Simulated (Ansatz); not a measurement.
## Decaying states in the gap of KCaIF2

Aim: relax a made-up compound, KCaIF2, and see how good a tunnel barrier it would be. It is built by putting I for part of the F in the KCaF3 structure of space group Pm-3m, with the volume rescaled by atomic radii. The parent structure comes from the Materials Project.

Main program and level: Ansatz 0.2.0; LDA DFT, plane waves, PAW files, in the first sound run; inputs show where later runs differ.

The structure was built from a prototype and need not be the compound's stable phase.

## 1. Set-up

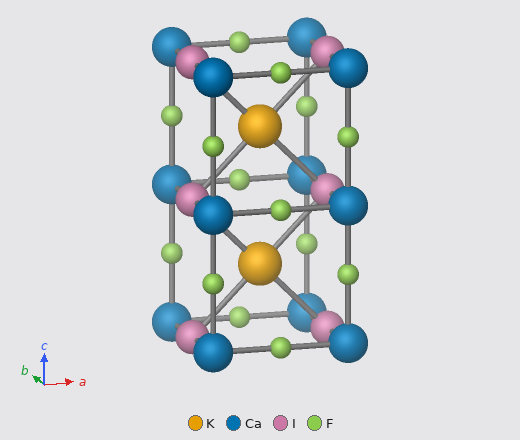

The starting structure, seen slightly off an axis (potassium orange, calcium blue, iodine pink, fluorine green). 1×1×2 cells are drawn. Some periodic images of atoms are drawn too.

## 2. Relaxing the new crystal

The substituted atoms don't fit the parent's cell, so cell and atoms relax together. A small smearing keeps the run stable in case the gap closes on the way.

input.yaml

```yaml
crystal:
  lattice:
    - [4.797229459, 0.0, 0.0]
    - [0.0, 4.797229459, 0.0]
    - [0.0, 0.0, 4.797229459]
  atoms:
    - { symbol: K, position: [0.5, 0.5, 0.5] }
    - { symbol: Ca, position: [0.0, 0.0, 0.0] }
    - { symbol: I, position: [0.0, 0.5, 0.0] }
    - { symbol: F, position: [0.0, 0.0, 0.5] }
    - { symbol: F, position: [0.5, 0.0, 0.0] }
kpoints:
  mp_grid: { grid: [4, 4, 4] }
scf:
  occupations: { method: gaussian, width: 0.03 }
hamiltonian:
  xc: lda
output:
  forces: true
  stress: true
relax:
  f_tol: 0.02
  max_steps: 60
  cell: {}
```

The run is started by

```console
$ ansatz run input.yaml --threads 2 --pin off --max-ram 4096MiB --backend cpu --events-out ev --progress --plain --runs-dir out
```

Numbers of over 12 decimals in the logs are rounded to 6 here.

What it wrote:

```text
Engine: ansatz 0.2.0, x86_64-unknown-linux-gnu
Pseudopotentials: kind: paw
Pseudopotential: K, paw, valence charge 9, recommended cutoff 420 eV (normal), K.paw.azcp
Pseudopotential: Ca, paw, valence charge 10, recommended cutoff 420 eV (normal), Ca.paw.azcp
Pseudopotential: I, paw, valence charge 17, recommended cutoff 420 eV (normal), I.paw.azcp
Pseudopotential: F, paw, valence charge 7, recommended cutoff 420 eV (normal), F.paw.azcp
Functional definition: SPW92
  exchange = slater_x
  correlation = pw_c
Crystal: 5 atoms, lattice volume = 110.401 Å³
Basis set: ecut = 420 eV, 2109 PW (Γ)
Bands: 30, of which v1, the nominal top of the filled ones, is band 25 counted from 1 (24 counted from 0)
Symmetry: 16 space group operations
Space group: P4/mmm (ITA 123), of the structure as read, at distance tolerance 4.8e-5 Å
k-points: 18 of 64
Non-local potential: K, projectors of the file, l = 0: 3, l = 1: 2, l = 2: 2
Non-local potential: Ca, projectors of the file, l = 0: 3, l = 1: 2, l = 2: 2
Non-local potential: I, projectors of the file, l = 0: 2, l = 1: 2, l = 2: 2, l = 3: 2
Non-local potential: F, projectors of the file, l = 0: 2, l = 1: 2, l = 2: 1
PAW form: soft (Blöchl's): semilocal exchange-correlation on the pseudo side does not see the compensation charge
PAW frozen core: K, regenerated for the run's functional, and the local potential with it (the file was generated under x = pbe(κ = 0.804, μ = 0.219515), c = pbe(β = 0.066725))
PAW frozen core: Ca, regenerated for the run's functional, and the local potential with it (the file was generated under x = pbe(κ = 0.804, μ = 0.219515), c = pbe(β = 0.066725))
PAW frozen core: I, regenerated for the run's functional, and the local potential with it (the file was generated under x = pbe(κ = 0.804, μ = 0.219515), c = pbe(β = 0.066725))
PAW frozen core: F, regenerated for the run's functional, and the local potential with it (the file was generated under x = pbe(κ = 0.804, μ = 0.219515), c = pbe(β = 0.066725))
PAW one-centre angular grid: K, 110 points (default); XC on 64 Gauss nodes
PAW one-centre angular grid: Ca, 110 points (default); XC on 64 Gauss nodes
PAW one-centre angular grid: I, 590 points (default); XC on 64 Gauss nodes
PAW one-centre angular grid: F, 110 points (default); XC on 64 Gauss nodes
Initial density: superposition of atomic densities (neutral atoms: chi_scale 0, normalization atom), corrected by the library's trained network
Initial wavefunctions: pseudopotential atomic-orbital guess
Functional: x = slater, c = lda
SCF iter   1: F=—  HF=-12217.219457 eV  |F-HF|=—  |Δ(HF+E_count)|=         —  Δρ=1.32e-2  dr2=1.39e-1  ethr=1.77e-3  ⟨swp⟩=11.0  Hψ=3236  notcnv=0
preconditioner: auto → Resta (q_TF=auto, 2.391 Å⁻¹)  ε∞=3.0  [insulator: Δε(μ)=3.279 eV  Ē_g=14.981 eV  σ=0.030 eV  W_gap=1.00  n_scr=26 (ndim 8)  ℏωp=21.2 eV  f_vac=0.102  D(μ)=0.00/eV (n_scr^D=0)  ε∞_Penn≈3.0]
SCF iter   2: F=—  HF=-12217.186100 eV  |F-HF|=—  |Δ(HF+E_count)|=   3.34e-2  Δρ=5.29e-3  dr2=1.24e-2  ethr=2.78e-4  ⟨swp⟩=2.6  Hψ=1101  notcnv=0  defer=15
SCF iter   3: F=—  HF=-12217.182927 eV  |F-HF|=—  |Δ(HF+E_count)|=   3.17e-3  Δρ=1.92e-3  dr2=2.38e-3  ethr=2.49e-5  ⟨swp⟩=2.0  Hψ=927  notcnv=0  defer=18
SCF iter   4: F=—  HF=-12217.182441 eV  |F-HF|=—  |Δ(HF+E_count)|=   4.86e-4  Δρ=3.40e-4  dr2=9.07e-5  ethr=4.76e-6  ⟨swp⟩=2.2  Hψ=747  notcnv=0  defer=18
SCF iter   5: F=—  HF=-12217.182433 eV  |F-HF|=—  |Δ(HF+E_count)|=   7.89e-6  Δρ=7.23e-5  dr2=1.04e-5  ethr=1.81e-7  ⟨swp⟩=2.2  Hψ=867  notcnv=0  defer=18
SCF iter   6: F=—  HF=-12217.182434 eV  |F-HF|=—  |Δ(HF+E_count)|=   9.17e-7  Δρ=1.70e-5  dr2=5.20e-7  ethr=2.07e-8  ⟨swp⟩=2.0  Hψ=722  notcnv=0  defer=18
SCF iter   7: F=-12217.182434 eV  HF=-12217.182434 eV  |F-HF|=1.76e-10  |Δ(HF+E_count)|=   3.52e-8  Δρ=6.49e-6  dr2=6.68e-8  ethr=2.00e-10  ⟨swp⟩=5.0  Hψ=2119  notcnv=0
SCF 1 converged in 7 iterations: F = -12217.182434 eV  dr2 = 6.68e-8
  greatest PAW one-centre occupation: 1.000 electrons in one spin orbital (limit 2), on the I atom at site 2 (counted from 0), in its partial waves of l = 2
relax step   1: F+E_penalty+E_count = -12217.18243378 eV  Δ(F+E_penalty+E_count) = +0.000e0 eV  max|allowed force component| = 2.087e-29 eV/Å  Δτ_max = 0.0000 Å  P = +10.428 GPa  Ω = 110.401 Å³  (7 SCF iters, dr2 threshold 1.00e-7 eV, accepted)
Crystal: 5 atoms, lattice volume = 113.997 Å³
Basis set: ecut = 420 eV, 2209 PW (Γ)
Initial density: handed on by an earlier stage of this run
Initial wavefunctions: those handed on with the density
iter 1 solved again at ethr=1.35e-4 eV; its pass at ethr=3.10e-3 eV (dr2=6.75e-2 eV) is discarded
SCF iter   1: F=—  HF=-12218.436402 eV  |F-HF|=—  |Δ(HF+E_count)|=         —  Δρ=6.67e-3  dr2=6.95e-2  ethr=1.35e-4  ⟨swp⟩=1.8  Hψ=3542  notcnv=0
preconditioner: auto → Resta (q_TF=auto, 2.378 Å⁻¹)  ε∞=2.9  [insulator: Δε(μ)=3.826 eV  Ē_g=15.188 eV  σ=0.030 eV  W_gap=1.00  n_scr=26 (ndim 8)  ℏωp=20.9 eV  f_vac=0.097  D(μ)=0.00/eV (n_scr^D=0)  ε∞_Penn≈2.9]
SCF iter   2: F=—  HF=-12218.414654 eV  |F-HF|=—  |Δ(HF+E_count)|=   2.17e-2  Δρ=3.63e-3  dr2=1.35e-2  ethr=1.35e-4  ⟨swp⟩=3.1  Hψ=865  notcnv=0
SCF iter   3: F=—  HF=-12218.410127 eV  |F-HF|=—  |Δ(HF+E_count)|=   4.53e-3  Δρ=1.34e-3  dr2=3.14e-3  ethr=2.70e-5  ⟨swp⟩=2.4  Hψ=1096  notcnv=0  defer=14
SCF iter   4: F=—  HF=-12218.408954 eV  |F-HF|=—  |Δ(HF+E_count)|=   1.17e-3  Δρ=2.74e-4  dr2=6.54e-5  ethr=6.27e-6  ⟨swp⟩=2.1  Hψ=786  notcnv=0  defer=14
SCF iter   5: F=—  HF=-12218.408949 eV  |F-HF|=—  |Δ(HF+E_count)|=   5.58e-6  Δρ=5.57e-5  dr2=3.46e-6  ethr=1.31e-7  ⟨swp⟩=2.1  Hψ=878  notcnv=0  defer=14
SCF iter   6: F=-12218.408949 eV  HF=-12218.408950 eV  |F-HF|=5.95e-8  |Δ(HF+E_count)|=   9.15e-7  Δρ=1.22e-5  dr2=1.86e-7  ethr=1.00e-9  ⟨swp⟩=5.0  Hψ=2091  notcnv=0
SCF 2 converged in 6 iterations: F = -12218.408949 eV  dr2 = 1.86e-7
relax step   2: F+E_penalty+E_count = -12218.40894944 eV  Δ(F+E_penalty+E_count) = -1.227e0 eV  max|allowed force component| = 9.294e-30 eV/Å  Δτ_max = 0.0000 Å  P = +5.288 GPa  Ω = 113.997 Å³  energy of the carried Pulay correction = -7.359e-3 eV  (6 SCF iters, dr2 threshold 5.00e-7 eV, accepted)
Crystal: 5 atoms, lattice volume = 114.496 Å³
Basis set: ecut = 420 eV, 2241 PW (Γ)
iter 1 solved again at ethr=6.14e-5 eV; its pass at ethr=3.10e-3 eV (dr2=3.07e-2 eV) is discarded
SCF iter   1: F=—  HF=-12219.274355 eV  |F-HF|=—  |Δ(HF+E_count)|=         —  Δρ=4.74e-3  dr2=3.14e-2  ethr=6.14e-5  ⟨swp⟩=2.1  Hψ=3843  notcnv=0
[...]
relax step   3: F+E_penalty+E_count = -12219.26109178 eV  Δ(F+E_penalty+E_count) = -8.521e-1 eV  max|allowed force component| = 5.433e-30 eV/Å  Δτ_max = 0.0000 Å  P = +2.596 GPa  Ω = 114.496 Å³  energy of the carried Pulay correction = -8.636e-3 eV  (6 SCF iters, dr2 threshold 5.00e-7 eV, accepted)
[... from here on, the SCF cycles and remarks between the steps are left out ...]
relax step   4: F+E_penalty+E_count = -12219.76532549 eV  Δ(F+E_penalty+E_count) = -5.042e-1 eV  max|allowed force component| = 1.211e-29 eV/Å  Δτ_max = 0.0000 Å  P = +1.823 GPa  Ω = 112.753 Å³  energy of the carried Pulay correction = -5.582e-3 eV  (7 SCF iters, dr2 threshold 5.00e-7 eV, accepted)
relax step   5: F+E_penalty+E_count = -12219.88525149 eV  Δ(F+E_penalty+E_count) = -1.199e-1 eV  max|allowed force component| = 1.059e-29 eV/Å  Δτ_max = 0.0000 Å  P = -0.788 GPa  Ω = 116.828 Å³  energy of the carried Pulay correction = -1.369e-2 eV  (6 SCF iters, dr2 threshold 5.00e-7 eV, accepted)
relax step   6: F+E_penalty+E_count = -12219.90660440 eV  Δ(F+E_penalty+E_count) = -2.135e-2 eV  max|allowed force component| = 1.325e-29 eV/Å  Δτ_max = 0.0000 Å  P = +0.519 GPa  Ω = 113.753 Å³  energy of the carried Pulay correction = -7.877e-3 eV  (6 SCF iters, dr2 threshold 5.00e-7 eV, accepted)
relax step   7: F+E_penalty+E_count = -12219.90669263 eV  Δ(F+E_penalty+E_count) = -8.823e-5 eV  max|allowed force component| = 2.157e-29 eV/Å  Δτ_max = 0.0000 Å  P = -0.018 GPa  Ω = 114.824 Å³  energy of the carried Pulay correction = -9.943e-3 eV  (5 SCF iters, dr2 threshold 5.00e-7 eV, accepted)
relax step   8: F+E_penalty+E_count = -12220.10833228 eV  Δ(F+E_penalty+E_count) = -2.016e-1 eV  max|allowed force component| = 2.333e-29 eV/Å  Δτ_max = 0.0000 Å  P = +1.867 GPa  Ω = 114.824 Å³  stress off target by 4.96e0 GPa  SCF on the basis re-selected at this cell (its energy is not comparable with the rows above)  (8 SCF iters)
relax step   9: F+E_penalty+E_count = -12220.17678419 eV  Δ(F+E_penalty+E_count) = -6.845e-2 eV  max|allowed force component| = 1.590e-29 eV/Å  Δτ_max = 0.0000 Å  P = +0.707 GPa  Ω = 118.503 Å³  energy of the carried Pulay correction = -8.147e-3 eV  (6 SCF iters, dr2 threshold 5.00e-7 eV, accepted)
relax step  10: F+E_penalty+E_count = -12220.17444287 eV  Δ(F+E_penalty+E_count) = +2.341e-3 eV  max|allowed force component| = 3.185e-30 eV/Å  Δτ_max = 0.0000 Å  P = -0.522 GPa  Ω = 123.569 Å³  energy of the carried Pulay correction = -2.288e-2 eV  (6 SCF iters, dr2 threshold 5.00e-7 eV, accepted)
relax step  11: F+E_penalty+E_count = -12220.18608311 eV  Δ(F+E_penalty+E_count) = -1.164e-2 eV  max|allowed force component| = 7.470e-30 eV/Å  Δτ_max = 0.0000 Å  P = -0.039 GPa  Ω = 121.626 Å³  energy of the carried Pulay correction = -1.670e-2 eV  (6 SCF iters, dr2 threshold 5.00e-7 eV, accepted)
relax step  12: F+E_penalty+E_count = -12220.18663647 eV  Δ(F+E_penalty+E_count) = -5.534e-4 eV  max|allowed force component| = 1.925e-29 eV/Å  Δτ_max = 0.0000 Å  P = -0.002 GPa  Ω = 121.459 Å³  energy of the carried Pulay correction = -1.620e-2 eV  (5 SCF iters, dr2 threshold 2.50e-8 eV, accepted)
relax step  13: F+E_penalty+E_count = -12220.20974013 eV  Δ(F+E_penalty+E_count) = -2.310e-2 eV  max|allowed force component| = 2.461e-29 eV/Å  Δτ_max = 0.0000 Å  P = +0.113 GPa  Ω = 121.459 Å³  stress off target by 3.83e-1 GPa  SCF on the basis re-selected at this cell (its energy is not comparable with the rows above)  (7 SCF iters)
relax step  14: F+E_penalty+E_count = -12220.20958981 eV  Δ(F+E_penalty+E_count) = +1.503e-4 eV  max|allowed force component| = 2.505e-30 eV/Å  Δτ_max = 0.0000 Å  P = +0.020 GPa  Ω = 122.044 Å³  energy of the carried Pulay correction = -1.081e-3 eV  (5 SCF iters, dr2 threshold 3.66e-7 eV, accepted)
relax step  15: F+E_penalty+E_count = -12220.20941194 eV  Δ(F+E_penalty+E_count) = +1.779e-4 eV  max|allowed force component| = 9.506e-30 eV/Å  Δτ_max = 0.0000 Å  P = +0.001 GPa  Ω = 122.149 Å³  energy of the carried Pulay correction = -1.278e-3 eV  (5 SCF iters, dr2 threshold 7.04e-9 eV, accepted)
iter 1 solved again at ethr=2.75e-7 eV; its pass at ethr=3.10e-3 eV (dr2=1.38e-4 eV) is discarded
SCF iter   1: F=—  HF=-12220.210642 eV  |F-HF|=—  |Δ(HF+E_count)|=         —  Δρ=1.68e-4  dr2=1.09e-6  ethr=2.75e-7  ⟨swp⟩=3.1  Hψ=4660  notcnv=0
preconditioner: auto → Resta (q_TF=auto, 2.351 Å⁻¹)  ε∞=2.8  [insulator: Δε(μ)=4.714 eV  Ē_g=15.187 eV  σ=0.030 eV  W_gap=1.00  n_scr=28 (ndim 8)  ℏωp=20.2 eV  f_vac=0.135  D(μ)=0.00/eV (n_scr^D=0)  ε∞_Penn≈2.8]
SCF iter   2: F=—  HF=-12220.210681 eV  |F-HF|=—  |Δ(HF+E_count)|=   3.84e-5  Δρ=8.41e-5  dr2=3.04e-7  ethr=2.19e-9  ⟨swp⟩=2.2  Hψ=850  notcnv=0
SCF iter   3: F=—  HF=-12220.210693 eV  |F-HF|=—  |Δ(HF+E_count)|=   1.26e-5  Δρ=2.22e-5  dr2=8.78e-8  ethr=6.09e-10  ⟨swp⟩=2.0  Hψ=755  notcnv=0
SCF iter   4: F=—  HF=-12220.210694 eV  |F-HF|=—  |Δ(HF+E_count)|=   6.59e-7  Δρ=5.70e-7  dr2=2.31e-10  ethr=1.76e-10  ⟨swp⟩=2.0  Hψ=845  notcnv=0
SCF iter   5: F=-12220.210694 eV  HF=-12220.210694 eV  |F-HF|=1.82e-12  |Δ(HF+E_count)|=  1.51e-10  Δρ=1.03e-7  dr2=3.33e-11  ethr=1.00e-12  ⟨swp⟩=5.0  Hψ=2173  notcnv=0
SCF 16 converged in 5 iterations: F = -12220.210694 eV  dr2 = 3.33e-11
relax step  16: F+E_penalty+E_count = -12220.21069390 eV  Δ(F+E_penalty+E_count) = -1.282e-3 eV  max|allowed force component| = 8.835e-30 eV/Å  Δτ_max = 0.0000 Å  P = +0.006 GPa  Ω = 122.149 Å³  stress off target by 2.53e-2 GPa  SCF on the basis re-selected at this cell (its energy is not comparable with the rows above)  (5 SCF iters)
basis re-selected at this cell: Δ(F+E_penalty+E_count) = -1.282e-3 eV, ΔP = +0.005 GPa vs the last step (what re-selecting the basis moved, of the pressure what is left beyond the Pulay correction that the steps carried, after the strain that the cell walked since its last selection, with what the two solves' SCF thresholds leave and, on support functions, any second-order correction that the steps lacked; it is no m [...]
SCF converged after 5 iterations
Free energy (F): -12220.210694 eV
Harris-Foulkes:  -12220.210694 eV  (|F-HF|=1.82e-12)
Internal energy: -12220.210694 eV  (E = F + TS)
E sigma→0 (E₀):  -12220.210694 eV
Fermi energy:    5.138231 eV
--- Per-component energies (eV) ---
  E_band       = -720.139440
  E_kinetic    = 1134.113772
  E_local      = -4709.515548  (includes V_loc(G=0)·N_el)
  E_nonlocal   = 148.936690
  E_hartree    = 2012.428171
  E_xc         = -553.561449
  E_vxc        = -666.875010  (∫ρ·V_xc dr)
  E_paw        = -6594.705226  (= ΣΔE_a)
  E_vpaw       = -651.659736  (= ΣTr[D̂ρ^β])
  E_aug_tail   = 0.004030  (compensation charges beyond the density's cutoff)
  E_ewald      = -3659.459519
  E_core_change = 1.548384  (= ΣΔE_core)
  E_smearing   = -0.000000  (= −TS)
  E_closure    = -0.000000  (closes the sum)
  Σ components = -12220.210694   (vs F -12220.210694, Δ=0.00e0)
--- Forces (eV/Å), atoms counted from 1 ---
  atom   1  K      0.00000000     0.00000000     0.00000000
  atom   2  Ca     0.00000000     0.00000000     0.00000000
  atom   3  I      0.00000000    -0.00000000     0.00000000
  atom   4  F      0.00000000     0.00000000     0.00000000
  atom   5  F      0.00000000     0.00000000     0.00000000
  max |Σ_I F_I| component: 1.94e-29 eV/Å
--- Stress (GPa, compression-positive) ---
       -0.003814       0.000000       0.000000
       -0.000000       0.025253       0.000000
        0.000000      -0.000000      -0.003814
  P = ⅓ Tr σ = 0.0059 GPa (0.059 kbar)
--- Relaxed structure (13 steps of the walk, 13 accepted, 3 SCFs on fresh bases) ---
  F+E_penalty+E_count = -12220.21069390 eV   max|allowed force component| = 8.835e-30 eV/Å   (the final SCF, on the basis selected at the relaxed cell)
  cell:  # Å, volume = 122.1485 Å³
    - [4.460249, 0.0, 0]
    - [0.0, 6.140023, 0.0]
    - [0, 0.0, 4.460249]
  atoms:
    - { symbol: K, position: [0.5, 0.5, 0.5] }
    - { symbol: Ca, position: [0, 0.0, 0] }
    - { symbol: I, position: [0, 0.5, 0] }
    - { symbol: F, position: [0, 0.0, 0.5] }
    - { symbol: F, position: [0.5, 0.0, 0] }
```

The job ended after 21 s (2 threads of Intel Xeon Platinum 8375C at 2.90GHz (Ice Lake), shared host; peak memory 0.47 GiB).

The steps of the relaxation:

| step | energy less that of the first step (eV) | largest force component (eV/Å) | pressure (GPa) | volume (Å³) |
| --- | --- | --- | --- | --- |
| 1 | 0.0000 | 0.0000 | 10.43 | 110.40 |
| 2 | -1.2265 | 0.0000 | 5.29 | 114.00 |
| 3 | -2.0787 | 0.0000 | 2.60 | 114.50 |
| 4 | -2.5829 | 0.0000 | 1.82 | 112.75 |
| 5 | -2.7028 | 0.0000 | -0.79 | 116.83 |
| 6 | -2.7242 | 0.0000 | 0.52 | 113.75 |
| 7 | -2.7243 | 0.0000 | -0.02 | 114.82 |
| 8* | -2.9259 | 0.0000 | 1.87 | 114.82 |
| 9 | -2.9943 | 0.0000 | 0.71 | 118.50 |
| 10 | -2.9920 | 0.0000 | -0.52 | 123.57 |
| 11 | -3.0036 | 0.0000 | -0.04 | 121.63 |
| 12 | -3.0042 | 0.0000 | 0.00 | 121.46 |
| 13* | -3.0273 | 0.0000 | 0.11 | 121.46 |
| 14 | -3.0272 | 0.0000 | 0.02 | 122.04 |
| 15 | -3.0270 | 0.0000 | 0.00 | 122.15 |
| 16* | -3.0283 | 0.0000 | 0.01 | 122.15 |

Relaxation steps marked * repeat the geometry before them on a plane-wave basis chosen anew for their cell, so energy and pressure can jump there.

Forces are held to the 16 operations that the run works with; a distortion that breaks them can't arise in this run.

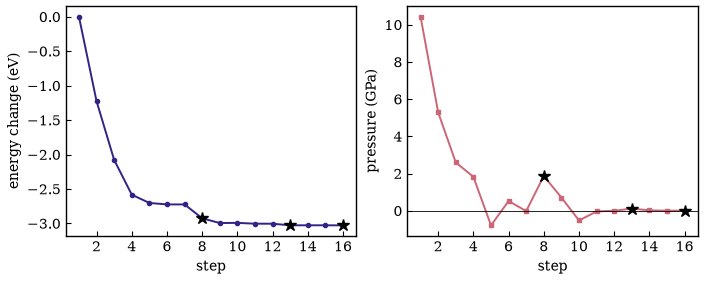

Energy and pressure along the relaxation. Stars mark steps on a basis chosen anew.

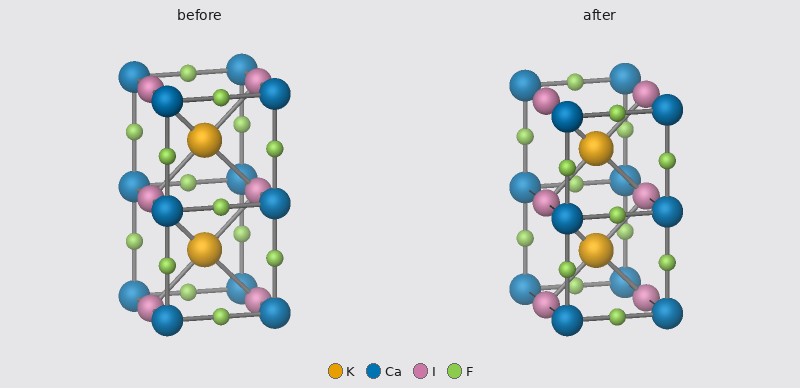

Before and after, at one scale.

| cell as run | before | after | change |
| --- | --- | --- | --- |
| a (Å) | 4.797 | 4.460 | -7.0 % |
| b (Å) | 4.797 | 6.140 | +28.0 % |
| c (Å) | 4.797 | 4.460 | -7.0 % |
| volume (Å³/atom) | 22.08 | 24.43 | +10.6 % |

The relaxed structure:

```xyz
5
Lattice="4.4602 0.0000 0.0000 0.0000 6.1400 0.0000 0.0000 0.0000 4.4602" Properties=species:S:1:pos:R:3 pbc="T T T"
K     2.2301    3.0700    2.2301
Ca    0.0000    0.0000    0.0000
I     0.0000    3.0700    0.0000
F     0.0000    0.0000    2.2301
F     2.2301    0.0000    0.0000
```

This step gave:

```
free energy  : -12220.2107 eV
Fermi energy : 5.138 eV
pressure     : 0.005875 GPa
```

The largest force component on a free atom ends at 8.8e-30 eV/Å.

[end of part 1 of 2]

[Logs are printed without paths, hosts, clocks, repeated set-up lines and the standing remarks that a program may print on its own settings, such as how far it seeks lower states.]

[Hosts, paths, dates, database ids (printed as entryN), source tags and the programs' standing remarks are cut or masked in the printed files.]
